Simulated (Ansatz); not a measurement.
F₃HHfO

```xyz
6

Hf   -0.0854   -0.0253   -0.0478
O    -0.3496   -0.1061    1.8374
H    -0.4865   -0.1547    2.7814
F     1.7867   -0.0018   -0.4409
F    -0.8932    1.5602   -0.7504
F    -0.8795   -1.5536   -0.8804
```

Core potentials replace the inner electrons of Hf.

All numbers below come from Ansatz, RKS PBE0-D4/def2-SVP.

**What will maps of the electron density and electron localisation function show?**

Hf–O (1.91 Å): ρ at the midpoint is about 0.89 e/Å³; the ELF peaks at about 0.80 in the valence shell of O, 0.6 Å from its nucleus, and drops to about 0.20 between the two atoms.
Hf–F (1.91 Å): ρ is about 0.87 e/Å³ halfway; the ELF peaks at about 0.85 in the valence shell of F, 0.5 Å from its nucleus, and drops to about 0.20 between the two atoms.
O–H (0.96 Å): ρ at the midpoint is about 3.7 e/Å³; the ELF climbs to about 1 towards the hydrogen, as it does in any bond to H; an ordinary covalent bond to hydrogen.

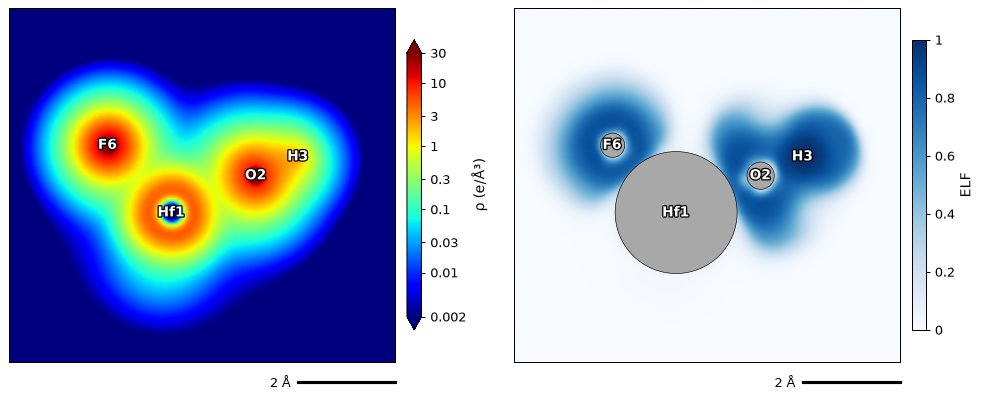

Computed electron density and electron localisation function on the plane of atoms O2, Hf1 and F6, in this order. Grey discs cover the atomic cores in the ELF map. 
